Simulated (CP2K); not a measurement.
# GFN2-xTB run of C2H2F2 (vinylidene fluoride)

Aim: the energy change on altering one bond length of C2H2F2 (vinylidene fluoride) at GFN2-xTB, from 2 runs. 

Program for the calculation: CP2K 2026.2.

### 1 The molecule

The species is C2H2F2 (6 atoms), meant as a singlet with charge 0. As SMILES, `C=C(F)F`. Geometry: relaxed at PBE0-D4/def2-TZVP.

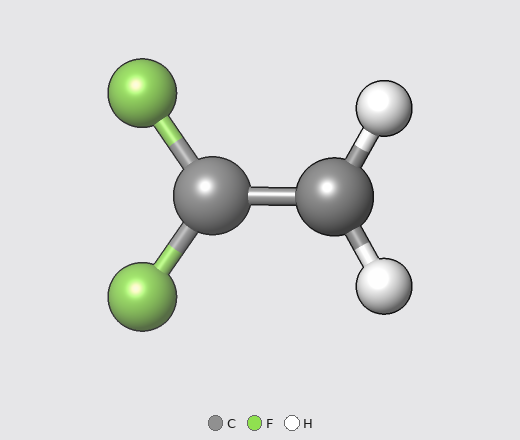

Viewed from a chosen angle; carbon grey, fluorine green, hydrogen white.

### 2 A single-point energy at GFN2-xTB

molecule.pdb reads:

```
HETATM    1 C    MOL A   1      -0.116   0.471  -0.544  1.00  0.00           C
HETATM    2 C    MOL A   1       0.105  -0.395   0.420  1.00  0.00           C
HETATM    3 F    MOL A   1      -0.455  -0.364   1.608  1.00  0.00           F
HETATM    4 F    MOL A   1       0.919  -1.422   0.343  1.00  0.00           F
HETATM    5 H    MOL A   1       0.394   0.361  -1.488  1.00  0.00           H
HETATM    6 H    MOL A   1      -0.806   1.285  -0.384  1.00  0.00           H
END
```

job.inp reads:

```
&GLOBAL
  PROJECT job
  RUN_TYPE ENERGY
  PRINT_LEVEL MEDIUM
&END

&FORCE_EVAL
  METHOD QUICKSTEP
  &DFT
    CHARGE 0
    MULTIPLICITY 1
    &QS
      METHOD XTB
      EPS_DEFAULT 1.0E-10
      &XTB
        GFN_TYPE TBLITE
        &TBLITE
          METHOD GFN2
        &END
        CHECK_ATOMIC_CHARGES F
      &END
    &END
    &POISSON
      PERIODIC NONE
      POISSON_SOLVER ANALYTIC
    &END
    &SCF
      SCF_GUESS ATOMIC
      EPS_SCF 1.0E-06
      MAX_SCF 150
      ADDED_MOS 2
      &DIAGONALIZATION
        ALGORITHM STANDARD
      &END
      &MIXING
        METHOD DIRECT_P_MIXING
        ALPHA 0.4
      &END
      &SMEAR ON
        METHOD FERMI_DIRAC
        ELECTRONIC_TEMPERATURE [K] 300
      &END
    &END
    &PRINT
      &MOMENTS
        PERIODIC F
        REFERENCE COM
        MAX_MOMENT 1
      &END
      &MO ON
        ENERGIES T
        OCCUPATION_NUMBERS T
        NDIGITS 6
        &EACH
          QS_SCF 0
        &END
        ADD_LAST NUMERIC
      &END
      &HIRSHFELD OFF
      &END
    &END
  &END
  &SUBSYS
    &CELL
      ABC [angstrom] 13.7 14.7 15.1
      PERIODIC NONE
    &END
    &TOPOLOGY
      COORD_FILE_NAME molecule.pdb
      COORD_FILE_FORMAT PDB
      CONN_FILE_FORMAT OFF
      &CENTER_COORDINATES
      &END
    &END
  &END
&END
```

The run is started by

```console
$ OMP_NUM_THREADS=1 cp2k.psmp -i job.inp -o job.out
```

Output:

```text
CP2K| version string:                                       CP2K version 2026.2
[...]
 GLOBAL| Method name                                                        CP2K
[...]
 GLOBAL| Run type                                                         ENERGY
[...]
                             - Atoms:                                          6
[...]
                             - Spherical basis functions:                     18
[...]
 Number of electrons:                                                         24
[...]
  *** SCF run converged in    11 steps ***
[...]
  Fermi energy:                                                -0.27064941291794
[...]
 TB_DIPOLE| Moment [Debye]         -0.33721493       1.32789622      -1.48398709
 TB_DIPOLE| Derivative [a.u.]       0.00000000       0.00000000       0.00000000
[...]
 ENERGY| Total FORCE_EVAL ( QS ) energy [hartree]            -14.731314506363669
[...]
```

Run time: 0.3 s. Hardware: 1 thread of Arm Neoverse V1, shared host.

### 3 The distorted shape

molecule.pdb reads:

```
HETATM    1 C    MOL A   1       0.052   0.462  -0.901  1.00  0.00           C
HETATM    2 C    MOL A   1       0.273  -0.404   0.064  1.00  0.00           C
HETATM    3 F    MOL A   1      -0.455  -0.364   1.608  1.00  0.00           F
HETATM    4 F    MOL A   1       1.087  -1.431  -0.013  1.00  0.00           F
HETATM    5 H    MOL A   1       0.562   0.351  -1.845  1.00  0.00           H
HETATM    6 H    MOL A   1      -0.638   1.276  -0.740  1.00  0.00           H
END
```

calc.inp reads:

```
&FORCE_EVAL
  METHOD QS
  &DFT
    CHARGE 0
    MULTIPLICITY 1
    &QS
      METHOD XTB
      EPS_DEFAULT 1.0E-10
      &XTB
        GFN_TYPE TBLITE
        &TBLITE
          METHOD GFN2
        &END
        CHECK_ATOMIC_CHARGES F
      &END
    &END
    &POISSON
      PERIODIC NONE
      POISSON_SOLVER ANALYTIC
    &END
    &SCF
      SCF_GUESS ATOMIC
      EPS_SCF 1.0E-06
      MAX_SCF 150
      ADDED_MOS 2
      &DIAGONALIZATION
        ALGORITHM STANDARD
      &END
      &MIXING
        METHOD DIRECT_P_MIXING
        ALPHA 0.4
      &END
      &SMEAR ON
        METHOD FERMI_DIRAC
        ELECTRONIC_TEMPERATURE [K] 300
      &END
    &END
    &PRINT
      &MOMENTS
        PERIODIC F
        REFERENCE COM
        MAX_MOMENT 1
      &END
      &MO ON
        ENERGIES T
        OCCUPATION_NUMBERS T
        NDIGITS 6
        &EACH
          QS_SCF 0
        &END
        ADD_LAST NUMERIC
      &END
      &HIRSHFELD OFF
      &END
    &END
  &END
  &SUBSYS
    &CELL
      ABC [angstrom] 13.7 14.7 15.5
      PERIODIC NONE
    &END
    &TOPOLOGY
      COORD_FILE_NAME molecule.pdb
      COORD_FILE_FORMAT PDB
      CONN_FILE_FORMAT OFF
      &CENTER_COORDINATES
      &END
    &END
  &END
&END
&GLOBAL
  PROJECT calc
  RUN_TYPE ENERGY
  PRINT_LEVEL MEDIUM
&END
```

The run is started by

```console
$ OMP_NUM_THREADS=1 cp2k.psmp calc.inp > calc.out
```

Output:

```text
CP2K| version string:                                       CP2K version 2026.2
[...]
 GLOBAL| Method name                                                        CP2K
[...]
 GLOBAL| Run type                                                         ENERGY
[...]
                             - Atoms:                                          6
[...]
                             - Spherical basis functions:                     18
[...]
 Number of electrons:                                                         24
[...]
  *** SCF run converged in    14 steps ***
[...]
  Fermi energy:                                                -0.30268954129783
[...]
 TB_DIPOLE| Moment [Debye]          0.31844318       1.49403294      -3.21403669
 TB_DIPOLE| Derivative [a.u.]       0.00000000       0.00000000       0.00000000
[...]
 ENERGY| Total FORCE_EVAL ( QS ) energy [hartree]            -14.683986990052254
[...]
```

Wall time 0.28 s (1 thread of Arm Neoverse V1, shared host).

### 4 Summary of results

At GFN2-xTB:

| quantity | value |
| --- | --- |
| first shape: total energy | -14.73131 Eh |
| first shape: dipole moment (from atomic charges alone) | 2.02 D |
| first shape: HOMO energy | -11.97 eV |
| first shape: LUMO energy | -6.47 eV |
| first shape: HOMO–LUMO gap | 5.50 eV |
| first shape: dispersion energy | -4.81 kJ/mol |
| distorted shape: total energy | -14.68399 Eh |
| distorted shape: dipole moment (from atomic charges alone) | 3.56 D |
| distorted shape: HOMO energy | -12.46 eV |
| distorted shape: LUMO energy | -7.34 eV |
| distorted shape: HOMO–LUMO gap | 5.12 eV |
| distorted shape: dispersion energy | -4.67 kJ/mol |
| energy change with the C2–F3 bond stretched from 1.314 to 1.707 Å | 1.288 eV |

**Reading.** With the C2–F3 bond stretched from 1.314 to 1.707 Å the energy rises by 1.29 eV (124 kJ/mol). The first shape isn't relaxed at this level, so the change isn't measured from a minimum. The dipole (first shape) comes from point charges on the atoms alone, without atomic dipoles, so it is partial. The dipole (distorted shape) comes from point charges on the atoms alone, without atomic dipoles, so it is partial.
